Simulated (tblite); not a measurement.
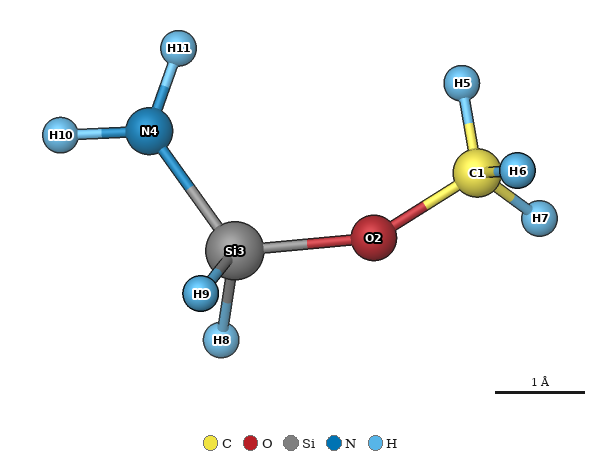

**Figure 1.** The structure (ball-and-stick view, seen at a tilt; atoms are numbered from 1 in the order of the input).

CH7NOSi (charge +1): frequency calculation

System: CH7NOSi, charge +1, multiplicity 2.
Method: GFN2-xTB harmonic vibrations, gas phase (tblite 0.8.0).

It belongs to a series of runs on one base structure; here: electron removed.

**Input file**
```
{"job": {"kind": "ir", "xc": "GFN2-xTB", "basis": "xTB"}, "charge": 1, "multiplicity": 2}
C      1.890298    -0.202964     0.126984
O      0.602312    -0.704253     0.038288
Si    -0.970890    -0.524015    -0.068498
N     -1.668507     1.039470    -0.072342
H      1.910466     0.884311     0.048603
H      2.327313    -0.513679     1.083234
H      2.498632    -0.652376    -0.665436
H     -1.293236    -1.184650    -1.347018
H     -1.460978    -1.254968     1.114445
H     -2.663734     1.200967    -0.132551
H     -1.166251     1.914828    -0.011951
```

The first line tells a small driver script what to run in tblite; the rest is the geometry in Å.

Machine: 1 CPU thread, shared host.

Command:
```bash
OMP_NUM_THREADS=1 python <driver script> task.json out
```

**Log**
```
mode    cm-1     km/mol
  1      55.0      1.25
  2     114.4      1.47
  3     132.0     29.12
  4     232.3      7.33
  5     262.1     26.04
  6     361.8     10.90
  7     480.4    116.55
  8     535.9      3.27
  9     544.3    191.45
 10     583.0     37.26
 11     679.7     16.40
 12     743.0     38.37
 13     908.1     29.71
 14    1063.0      0.54
 15    1103.7     24.15
 16    1197.8     45.98
 17    1378.2     32.23
 18    1381.7     99.50
 19    1418.2     77.28
 20    1439.2     86.40
 21    2045.1      5.60
 22    2113.3     36.36
 23    2917.5     15.91
 24    2941.4     96.28
 25    2999.7      5.36
 26    3425.8    156.43
 27    3459.6     73.21
```

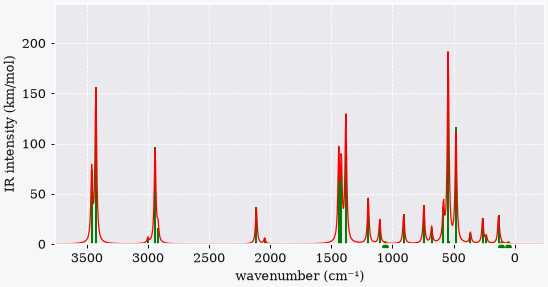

**Figure 2.** Harmonic infrared spectrum, unscaled: sticks (degenerate modes added up, dark ones marked on the axis) with a Lorentzian envelope of 16 cm⁻¹ full width, scaled to the tallest stick. 27 modes from 55 to 3460 cm⁻¹, none imaginary. The strongest line is at 544 cm⁻¹ (191 km/mol).

**Results in brief**

```tsv
quantity	value
outcome	converged
total energy	−380.8875 eV
zero-point energy	49.3440 kcal/mol
peak memory	0.18 GiB
```
